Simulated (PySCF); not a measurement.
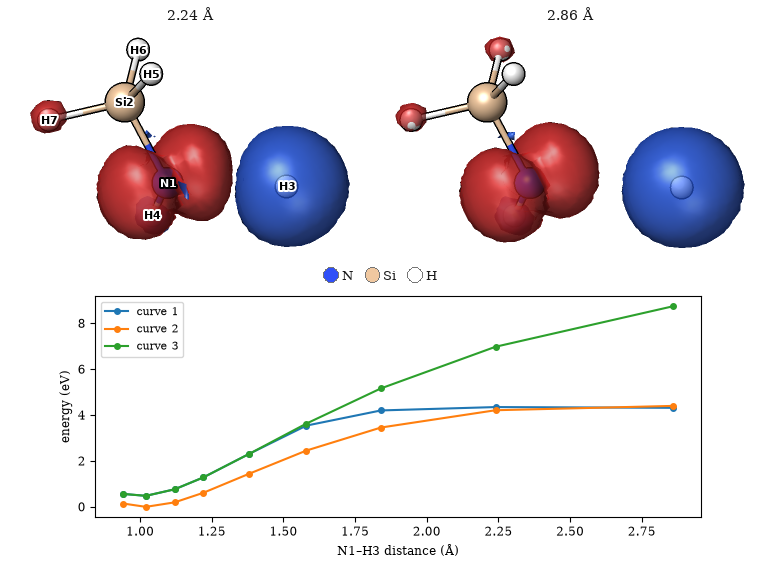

*H₅NSi, SMILES `N[SiH3]`. Rigid stretch of the N1–H3 bond. Broken-symmetry UHF spin density at ±0.03 e/Å³ (blue: α, red: β). Below: energies along the scan, from the lowest point of the three curves.*

Method: 6-311G** basis; geometry: GFN2-xTB; program: PySCF. No frequency check shows the geometry to be a minimum.

Input

```python
import numpy as np
from pyscf import gto, scf, mcscf

mol = gto.M(atom='''
N     -1.14068     0.00027     0.06824
Si     0.58077     0.00045    -0.00224
H     -1.63654    -0.82465    -0.22978
H     -1.63749     0.82023    -0.24043
H      0.98684    -1.21489     0.69846
H      1.15578    -0.01441    -1.35724
H      0.98542     1.22552     0.68265
''', basis='6-311g**', charge=0, spin=0, verbose=4)
# stretch the bond between atoms 1 and 3, from long to short, fragments rigid
a, b, move = 0, 2, [2]
xyz = mol.atom_coords(unit='Angstrom')
u = xyz[b] - xyz[a]
r0 = np.linalg.norm(u)
rows, last, dm_u = [], None, None
for r in [2.86, 2.24, 1.84, 1.58, 1.38, 1.22, 1.12, 1.02, 0.94]:
    new = xyz.copy()
    new[move] += u / r0 * (r - r0)
    m = mol.set_geom_(new, unit='Angstrom', inplace=False)
    rhf = scf.RHF(m).density_fit(auxbasis='def2-universal-jkfit').run()
    uhf = scf.UHF(m).density_fit(auxbasis='def2-universal-jkfit').newton()
    if dm_u is None:
        c = rhf.mo_coeff
        h = m.nelectron // 2 - 1
        ca, cb = c.copy(), c.copy()
        ca[:, h], cb[:, h] = (c[:, h] + c[:, h + 1]) / 2**.5, (c[:, h] - c[:, h + 1]) / 2**.5
        dm_u = np.array([x[:, :h + 1] @ x[:, :h + 1].T for x in (ca, cb)])
    uhf.kernel(dm0=dm_u)
    for _ in range(3):
        c, _, stable, _ = uhf.stability(return_status=True)
        if stable:
            break
        uhf.kernel(c, uhf.mo_occ)
    dm_u = uhf.make_rdm1()
    mc = mcscf.CASSCF(rhf, 2, 2)
    mc.natorb = True
    mc.fix_spin_(ss=0)
    guess = mcscf.addons.make_natural_orbitals(uhf)[1] if last is None else mcscf.project_init_guess(mc, last.mo_coeff, last.mol)
    mc.kernel(guess)
    last = mc
    act = slice(mc.ncore, mc.ncore + mc.ncas)
    print('r %.3f  RHF %.6f  UHF %.6f  <S^2> %.3f  CASSCF %.6f  occupations' % (r, rhf.e_tot, uhf.e_tot, uhf.spin_square()[0], mc.e_tot), mc.mo_occ[act].round(4))
    rows.append((new, rhf.e_tot, uhf.e_tot, uhf.spin_square()[0], mc.e_tot, mc.mo_occ[act], mc.mo_coeff[:, act], dm_u[0] - dm_u[1], rhf.converged and uhf.converged and mc.converged))
    np.savez('result.npz', **{k: [row[i] for row in rows] for i, k in enumerate('xyz rhf uhf s2 cas occ c spin ok'.split())})
```

Command:

```sh
OMP_NUM_THREADS=1 python input.py
```

The run took 74 s on 1 thread of Intel(R) Xeon(R) Platinum 8488C (Sapphire Rapids), on a shared host, peak memory 0.17 GiB.

### How does the broken-symmetry solution share the spin, and how far is it from a pure singlet?

At 2.86 Å excess α spin lies mostly on H3 and excess β on N1; the two could be swapped at no cost. ⟨S²⟩ is 0.96 at 2.24 Å and 1.00 at 2.86 Å, against 0 for a pure singlet and 1 for an equal mix of singlet and triplet.

### Which curve is which method?

Curve 1 is UHF. Curve 2 is CASSCF(2,2). Curve 3 is RHF. RHF rises too steeply because it keeps both electrons in one orbital and so mixes in ionic fragments.

### Where does the UHF solution part from RHF?

Between 1.38 Å (⟨S²⟩ = 0, the two coincide) and 1.58 Å (⟨S²⟩ = 0.28); at 2.86 Å ⟨S²⟩ is 1.00 and UHF lies 4.4 eV below RHF.

### How much energy does the stretch cost?

By CASSCF, 4.4 eV from the lowest point of the scan (1.02 Å) to 2.86 Å; RHF gives 8.3 eV from its own lowest point. The fragments aren't relaxed and dynamic correlation is missing, so this isn't a bond dissociation energy.
